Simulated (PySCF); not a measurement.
# C₄H₄O₃Si: magnetic properties

Aim: compute the magnetic properties of C₄H₄O₃Si (`C#CC(=O)O[SiH2]C=O`).

Computed with PySCF 2.14.0 and routines of our own; the level stands in each step. Atoms count from 0.

### 1 The starting structure

12 atoms, charge 0, multiplicity 1; geometry from: GFN2-xTB.

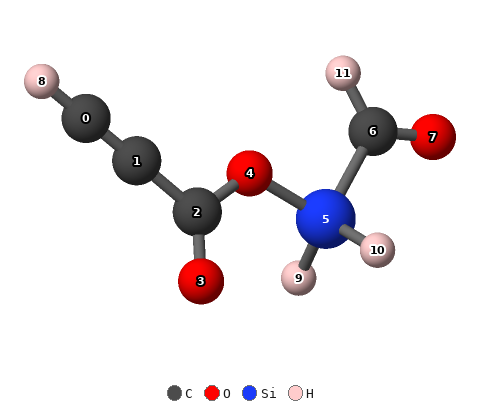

The starting geometry (carbon dark grey, oxygen red, silicon blue, hydrogen pink).

### 2 Magnetic properties: GIAO PBE0/pcSseg-1

The job: settings as JSON, then the geometry in Å.

```
{"job": {"kind": "mag", "xc": "PBE0", "basis": "pcSseg-1", "isotopologues": 2}, "charge": 0, "multiplicity": 1}
C      3.460399     0.072798     0.627391
C      2.373669    -0.368614     0.373323
C      1.075256    -0.907010     0.062179
O      0.862549    -2.052843    -0.224967
O      0.118704     0.019530     0.127166
Si    -1.467752    -0.341688    -0.198583
C     -2.248779     1.383334     0.099417
O     -3.421190     1.603844    -0.054260
H      4.412791     0.457119     0.851039
H     -1.972157    -1.316293     0.760003
H     -1.611655    -0.758688    -1.587044
H     -1.580634     2.207826     0.432467
```

Level: GIAO PBE0/pcSseg-1 magnetisability, rotational g tensor and spin-rotation constants, non-relativistic, gas phase.

On the command line:

```console
> OMP_NUM_THREADS=1 python excited_run.py task.json out
```

The driver reads the jobs from task.json and runs them one after another.

The log of the run:

```text
coarse grid: 11712 points
cycle   1  E = -669.0036589458  dE =  1.480e+00  |g| = 1.165e+00  |ddm| = 3.497e+00
cycle   2  E = -668.2666327204  dE =  7.370e-01  |g| = 2.273e+00  |ddm| = 2.709e+00
cycle   3  E = -669.2366333637  dE = -9.700e-01  |g| = 3.577e-01  |ddm| = 2.069e+00
cycle   4  E = -669.2590760028  dE = -2.244e-02  |g| = 1.210e-01  |ddm| = 3.200e-01
cycle   5  E = -669.2612971107  dE = -2.221e-03  |g| = 3.967e-02  |ddm| = 8.808e-02
cycle   6  E = -669.2615800921  dE = -2.830e-04  |g| = 1.463e-02  |ddm| = 3.229e-02
cycle   7  E = -669.2616165810  dE = -3.649e-05  |g| = 4.714e-03  |ddm| = 1.174e-02
cycle   8  E = -669.2616210080  dE = -4.427e-06  |g| = 1.035e-03  |ddm| = 4.457e-03
final grid: 111872 points
cycle   9  E = -669.3401340578  dE = -1.785e-06  |g| = 1.431e-02  |ddm| = 3.661e-02
cycle  10  E = -669.3400411944  dE =  9.286e-05  |g| = 2.667e-02  |ddm| = 2.440e-02
cycle  11  E = -669.3401684376  dE = -1.272e-04  |g| = 3.055e-03  |ddm| = 1.704e-02
cycle  12  E = -669.3401701629  dE = -1.725e-06  |g| = 2.997e-04  |ddm| = 2.142e-03
cycle  13  E = -669.3401701731  dE = -1.015e-08  |g| = 1.850e-04  |ddm| = 3.028e-04
cycle  14  E = -669.3401701796  dE = -6.554e-09  |g| = 6.116e-05  |ddm| = 1.604e-04
cycle  15  E = -669.3401701804  dE = -7.562e-10  |g| = 1.328e-05  |ddm| = 4.600e-05
converged SCF energy = -669.3401701804

Magnetisability tensor (1e-30 J/T^2)
     -641.25      -69.92       54.80
      -69.92     -811.33       44.71
       54.80       44.71    -1027.64
isotropic -826.74   principal values   -1048.06   -819.31   -612.85
isotropic susceptibility -49.787 1e-6 cm^3/mol

Inertial axes            a          b          c
rot. const./GHz      4.6687     0.8036     0.6912
chi total           -36.918    -49.345    -63.099
chi diamagnetic    -353.152  -1490.055  -1726.528
chi paramagnetic    316.233   1440.710   1663.429
quadrupole/D A       -5.253      1.650      3.603
g nuclear            0.5716     0.5261     0.5289
g electronic        -0.6936    -0.5439    -0.5402
g total             -0.1220    -0.0178    -0.0112

Spin-rotation constants (kHz, H = +C I.J)
atom  isotope        aa         bb         cc
  8     1H       -0.143     -0.051     -0.081
  9     1H       -0.454     -0.037      0.001
 10     1H       -0.455     -0.040      0.003
 11     1H       -0.102      0.083     -0.060
  0    13C*       0.943      0.168      0.213
  1    13C*       0.640      0.161      0.251
  2    13C*       2.422      0.229      0.172
  3    17O*      -2.730     -0.507     -0.071
  4    17O*      -0.868     -0.240     -0.112
  5   29Si*      -2.383     -0.498     -0.389
  6    13C*       2.937      0.467      0.172
  7    17O*      -8.199     -0.656      0.014
* in the singly substituted isotopologue

Isotopologues: g along a, b, c
2H    at 8,9,10,11         -0.1080    -0.0169    -0.0107
13C   at 0                 -0.1204    -0.0175    -0.0111
```

It took 36 s on 1 thread of Arm Neoverse N1, shared host; peak memory 0.75 GiB.

In short:

```csv
quantity,value
magnetisability,-827·10⁻³⁰ J/T²
molar susceptibility,-49.8·10⁻⁶ cm³/mol
"rotational g (a, b, c)","-0.1220, -0.0178, -0.0112"
```

### 3 Magnetic properties: GIAO BHandHLYP/6-311G**

Settings changed since step 2:

```diff
@@ -1,2 +1,2 @@
-{"job": {"kind": "mag", "xc": "PBE0", "basis": "pcSseg-1", "isotopologues": 2}, "charge": 0, "multiplicity": 1}
+{"job": {"kind": "mag", "xc": "BHandHLYP", "basis": "6-311G**", "scf": {"guess": "sap", "aux": "def2-universal-jkfit"}}, "charge": 0, "multiplicity": 1}
 C      3.460399     0.072798     0.627391
```

Level: GIAO BHandHLYP/6-311G** magnetisability, rotational g tensor and spin-rotation constants, non-relativistic, gas phase.

The log of the run:

```text
final grid: 111872 points
cycle   1  E = -668.0291606392  dE =  3.178e-01  |g| = 2.771e+00  |ddm| = 5.240e+00
cycle   2  E = -661.5037999425  dE =  6.525e+00  |g| = 6.325e+00  |ddm| = 1.201e+01
cycle   3  E = -669.6877041508  dE = -8.184e+00  |g| = 8.295e-01  |ddm| = 1.127e+01
cycle   4  E = -669.7921421373  dE = -1.044e-01  |g| = 4.860e-01  |ddm| = 8.812e-01
cycle   5  E = -669.8304679426  dE = -3.833e-02  |g| = 1.229e-01  |ddm| = 3.688e-01
cycle   6  E = -669.8336894656  dE = -3.222e-03  |g| = 3.773e-02  |ddm| = 9.179e-02
cycle   7  E = -669.8339440620  dE = -2.546e-04  |g| = 1.554e-02  |ddm| = 3.401e-02
cycle   8  E = -669.8339903160  dE = -4.625e-05  |g| = 2.494e-03  |ddm| = 1.135e-02
cycle   9  E = -669.8339919875  dE = -1.671e-06  |g| = 1.141e-03  |ddm| = 3.068e-03
cycle  10  E = -669.8339922687  dE = -2.812e-07  |g| = 5.784e-04  |ddm| = 1.498e-03
cycle  11  E = -669.8339923819  dE = -1.133e-07  |g| = 1.678e-04  |ddm| = 6.079e-04
cycle  12  E = -669.8339923958  dE = -1.386e-08  |g| = 5.422e-05  |ddm| = 2.396e-04
cycle  13  E = -669.8339923985  dE = -2.737e-09  |g| = 3.209e-05  |ddm| = 9.918e-05
cycle  14  E = -669.8339923991  dE = -5.980e-10  |g| = 6.862e-06  |ddm| = 5.110e-05
converged SCF energy = -669.8339923991

Magnetisability tensor (1e-30 J/T^2)
     -650.61      -65.11       55.02
      -65.11     -817.33       45.56
       55.02       45.56    -1032.47
isotropic -833.47   principal values   -1053.16   -822.60   -624.65
isotropic susceptibility -50.193 1e-6 cm^3/mol

Inertial axes            a          b          c
rot. const./GHz      4.6687     0.8036     0.6912
chi total           -37.634    -49.538    -63.406
chi diamagnetic    -352.559  -1489.668  -1726.198
chi paramagnetic    314.925   1440.130   1662.792
quadrupole/D A       -5.519      1.735      3.784
g nuclear            0.5716     0.5261     0.5289
g electronic        -0.6907    -0.5437    -0.5400
g total             -0.1191    -0.0176    -0.0110

Spin-rotation constants (kHz, H = +C I.J)
atom  isotope        aa         bb         cc
  8     1H       -0.150     -0.052     -0.083
  9     1H       -0.463     -0.038      0.000
 10     1H       -0.464     -0.041      0.003
 11     1H       -0.124      0.083     -0.063
  0    13C*       0.931      0.165      0.207
  1    13C*       0.594      0.155      0.246
  2    13C*       2.451      0.225      0.165
  3    17O*      -2.751     -0.503     -0.064
  4    17O*      -0.784     -0.227     -0.104
  5   29Si*      -2.368     -0.488     -0.384
  6    13C*       2.820      0.470      0.163
  7    17O*      -8.081     -0.670      0.018
* in the singly substituted isotopologue
```

Wall time 42 s (1 thread of Arm Neoverse N1, shared host); peak memory 0.82 GiB.

From this job:

```csv
quantity,value
magnetisability,-833·10⁻³⁰ J/T²
molar susceptibility,-50.2·10⁻⁶ cm³/mol
"rotational g (a, b, c)","-0.1191, -0.0176, -0.0110"
```

### 4 Magnetic properties side by side

```csv
level,ξ (10⁻³⁰ J/T²),g(a),g(b),gap (eV),functions,time
GIAO PBE0/pcSseg-1,-827,-0.1220,-0.0178,5.30,163,36 s
GIAO BHandHLYP/6-311G**,-833,-0.1191,-0.0176,7.94,176,42 s
```

### 5 Summary of results

```
                                           quantity                      value
       magnetisability (step 2, GIAO PBE0/pcSseg-1)            -827·10⁻³⁰ J/T²
  molar susceptibility (step 2, GIAO PBE0/pcSseg-1)         -49.8·10⁻⁶ cm³/mol
rotational g (a, b, c) (step 2, GIAO PBE0/pcSseg-1)  -0.1220, -0.0178, -0.0112
                    magnetisability over the levels    -833 to -827·10⁻³⁰ J/T²
```

The magnetisability spreads by 0.8 % over 2 levels of like cost. Two levels can agree by chance, so this spread shows no convergence. Vibrational averaging and real surroundings are missing from these values.
